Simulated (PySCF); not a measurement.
SMILES [SiH2](F)[SiH2]B(O)O (H₆BFO₂Si₂) at its PBE0/def2-SVP optimised geometry (Å):

```
12

Si    -1.1151    -1.5537    -2.2915
F     -1.9777    -2.9381    -2.3465
Si    -0.7475    -0.9149    -0.0648
B      0.3422     0.8230     0.0000
O     -0.2495     2.0437     0.0000
O      1.6987     0.8230     0.0000
H      0.1776    -1.7926    -3.0018
H     -1.8829    -0.5068    -3.0309
H     -0.0303    -2.0437     0.6140
H     -2.0896    -0.7490     0.5837
H     -1.2090     2.0125     0.0198
H      2.0896    -0.0538     0.0188
```

Level of theory: PySCF 2.14.0 with PBE0/def2-TZVP.

Map of the electrostatic potential (hartree/e), clipped to [-0.08, 0.12] on the plane z = 0.8 Å:

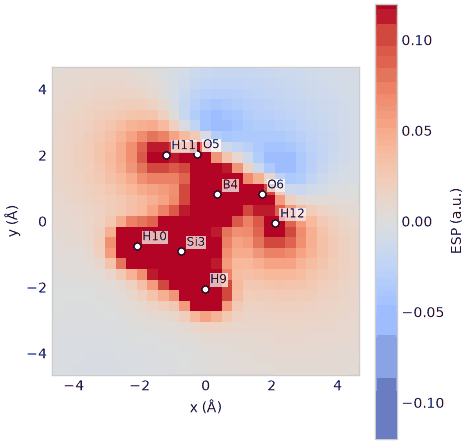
*Electrostatic potential (hartree/e), clipped to [-0.08, 0.12] on the plane z = 0.8 Å.*
